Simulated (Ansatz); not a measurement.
# SiH4S (sulfanylsilane) at 6 levels

Aim: a comparison of 6 runs (UPBE/STO-3G, UPBE0/STO-3G, wB97M-V/STO-3G, wB97X/STO-3G, CCSD/STO-3G, CCSD(T)/STO-3G) of SiH4S (sulfanylsilane). 

The results are computed with Ansatz 0.2.0.

45 further runs of the same task are left out: 1 that didn't finish, 44 set aside as unsound or not needed.

## Step 1: The molecule

SiH4S: 6 atoms, total charge 0, spin state singlet. SMILES: `[SiH3]S`. The H6–S2 distance was set to 3.359 Å, away from the relaxed value. At this shape a bond of the SMILES string is far longer than usual.

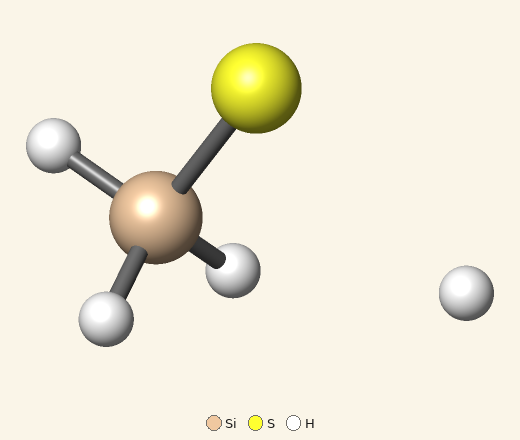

Viewed from a chosen angle; silicon light orange, sulfur yellow, hydrogen white.

## Step 2: The energy at UPBE/STO-3G (run 1)

The input, job.yaml:

```yaml
crystal:
  periodic: [false, false, false]
  atoms:
    - {symbol: Si, position_ang: [0.402006, -2.177269, -0.705253]}
    - {symbol: S, position_ang: [1.479106, -1.926469, 1.123547]}
    - {symbol: H, position_ang: [-1.057994, -1.988169, -0.510853]}
    - {symbol: H, position_ang: [0.680406, -3.572169, -1.121753]}
    - {symbol: H, position_ang: [0.871606, -1.232669, -1.750353]}
    - {symbol: H, position_ang: [0.526100, 1.263300, 1.572300]}
basis:
  gaussian: {orbitals: STO-3G}
magnetization: {spin_polarized: true, initial_magnetization: 0}
hamiltonian: {xc: pbe}
accuracy: high
```

Run with:

```
$ ansatz run job.yaml --threads 1 --pin off --max-ram 2610MiB --events-out events.jsonl --progress --plain --runs-dir runs
```

The log of the run:

```text
Warning: RAYON_NUM_THREADS=1 ignored (pool sized by the plan → 1); use --threads N
Functional definition: PBE
  name "PBE"
  parameter kappa = 0.804
  parameter beta = 0.06672455060314922
  exchange = pbe_x(kappa = kappa, mu = beta*pi^2/3)
  correlation = pbe_c(beta = beta)
383 factors; integrals over basis functions are off by at most 1.8e-8 eV
mean field evaluation 1: about -18541.1600 eV, gradient 1.9e1 eV
mean field evaluation 2: about -18535.0606 eV, gradient 2.2e1 eV
mean field evaluation 4: about -18538.0060 eV, gradient 1.3e1 eV
mean field evaluation 8: about -18550.7264 eV, gradient 9.0e-2 eV
mean field evaluation 16: about -18552.2472 eV, gradient 6.8e-4 eV
mean field evaluation 32: about -18552.2472 eV, gradient 7.9e-4 eV
mean field -18552.24723788 eV, -681.7825108273 hartree, gradient 1.1e-8 eV, S^2 0.991789; 5 other end points of the search recorded, 0 dependent functions left out
reference -18552.24724012 eV, -681.7825109095 hartree; 17, 17 occupied and 5, 5 virtual orbitals, 383 factors
Total energy: -18552.24724012 eV, -681.7825109095 hartree
```

Run time: 5.7 s. Hardware: 1 thread of Arm Neoverse V2, shared host; peak memory 0.14 GiB.

## Step 3: The energy at UPBE0/STO-3G (run 2)

The input, molecule.yaml:

```yaml
crystal:
  periodic: [false, false, false]
  atoms:
    - symbol: Si
      position_ang: [0.402006, -2.177269, -0.705253]
    - symbol: S
      position_ang: [1.479106, -1.926469, 1.123547]
    - symbol: H
      position_ang: [-1.057994, -1.988169, -0.510853]
    - symbol: H
      position_ang: [0.680406, -3.572169, -1.121753]
    - symbol: H
      position_ang: [0.871606, -1.232669, -1.750353]
    - symbol: H
      position_ang: [0.526100, 1.263300, 1.572300]
basis:
  gaussian: {orbitals: STO-3G}
magnetization: {spin_polarized: true, initial_magnetization: 0}
hamiltonian: {xc: pbe0}
accuracy: high
```

Run with:

```
$ ansatz run molecule.yaml --threads 1 --pin off --max-ram 2610MiB --events-out events.jsonl --progress --plain --runs-dir runs
```

The log of the run:

```text
Warning: RAYON_NUM_THREADS=1 ignored (pool sized by the plan → 1); use --threads N
Functional definition: PBE0
  name "PBE0"
  parameter a = 0.25
  parameter kappa = 0.804
  parameter beta = 0.06672455060314922
  exchange = (1 - a)*pbe_x(kappa = kappa, mu = beta*pi^2/3) + a*exact_x
  correlation = pbe_c(beta = beta)
383 factors; integrals over basis functions are off by at most 1.8e-8 eV
mean field evaluation 1: about -18548.5298 eV, gradient 1.7e1 eV
mean field evaluation 2: about -18540.8634 eV, gradient 1.5e1 eV
mean field evaluation 4: about -18551.6362 eV, gradient 9.0e0 eV
mean field evaluation 8: about -18552.6974 eV, gradient 1.3e0 eV
mean field evaluation 16: about -18552.6762 eV, gradient 1.2e-3 eV
mean field evaluation 32: about -18555.2649 eV, gradient 8.8e-3 eV
mean field evaluation 64: about -18555.2649 eV, gradient 3.1e-5 eV
mean field -18555.26486456 eV, -681.8934065623 hartree, gradient 3.0e-8 eV, S^2 0.996318; 6 other end points of the search recorded, 0 dependent functions left out
reference -18555.26486624 eV, -681.8934066240 hartree; 17, 17 occupied and 5, 5 virtual orbitals, 383 factors
Total energy: -18555.26486624 eV, -681.8934066240 hartree
```

It took 6.6 s on 1 thread of Arm Neoverse V2, shared host; peak memory 0.14 GiB.

Runs 3 to 5 aren't shown in full; the table further down has their settings and results.

## Step 4: A single-point energy at CCSD(T)/STO-3G (run 6)

The input, in.yaml:

```yaml
crystal:
  periodic: [false, false, false]
  atoms:
    - {symbol: Si, position_ang: [0.402006, -2.177269, -0.705253]}
    - {symbol: S, position_ang: [1.479106, -1.926469, 1.123547]}
    - {symbol: H, position_ang: [-1.057994, -1.988169, -0.510853]}
    - {symbol: H, position_ang: [0.680406, -3.572169, -1.121753]}
    - {symbol: H, position_ang: [0.871606, -1.232669, -1.750353]}
    - {symbol: H, position_ang: [0.526100, 1.263300, 1.572300]}
basis:
  gaussian: {orbitals: STO-3G}
scf: {omitted_lower_state_checks: [cluster_reference, increment]}
correlation: {method: ccsd_t, frozen_orbitals: {H: 0, S: 5, Si: 5}}
accuracy: high
```

Run with:

```
$ ansatz run in.yaml --threads 1 --pin off --max-ram 2610MiB --events-out events.jsonl --progress --plain --runs-dir runs
```

The log of the run:

```text
Warning: RAYON_NUM_THREADS=1 ignored (pool sized by the plan → 1); use --threads N
[... 13 lines left out ...]
10 core orbitals not correlated: weight in the atoms' cores, before any rotation towards them, 1.000 or more for the frozen orbitals, at most 0.000 for the correlated occupied ones
[... 39 lines left out ...]
WARN: these amplitudes may be one of several solutions (largest doubles amplitude 0.90, level shift 14.97 eV)
Total energy: -18532.39988225 eV, -681.0531339609 hartree
Checks for a lower state left out: cluster_reference, increment
```

It took 0.22 s on 1 thread of Arm Neoverse V2, shared host.

## Step 5: Overview of the runs

```csv
run,level,frozen core orbitals,energy (Eh),wall time
1,UPBE/STO-3G,–,-681.782511,5.7 s
2,UPBE0/STO-3G,–,-681.893407,6.6 s
3,wB97M-V/STO-3G,–,-682.074390,22 s
4,wB97X/STO-3G,–,-682.009383,5.7 s
5,CCSD/STO-3G,10,-681.050102,0.22 s
6,CCSD(T)/STO-3G,10,-681.053134,0.22 s
```

## Step 6: Outcome

| quantity | value |
| --- | --- |
| run 6: total energy | -681.05313 Eh |
| run 6: correlation energy (10 core orbitals frozen) | -300.9 mEh |
| run 6: (T) correction | -3.03 mEh |
| run 6: T1 diagnostic | 0.020 |

In words: Totals of different functionals can't be ranked against each other. In runs 5, 6 the log says that unrestricted orbitals would lower the reference, so the values rest on an unstable closed-shell determinant (other closed-shell runs at this shape may share the fault). In runs 1, 2, 3, 4, 5, 6 the basis is minimal, so the values are rough. In runs 3, 4, 5, 6 a closed-shell determinant meets a far-stretched bond, which it describes badly. Spin contamination of the reference: run 2 ⟨S²⟩ = 1.00, run 1 ⟨S²⟩ = 0.99. Where it is this large, the reference is a mixture of spin states, and values that rest on it are in doubt. All runs together took 40 s, the longest 22 s.
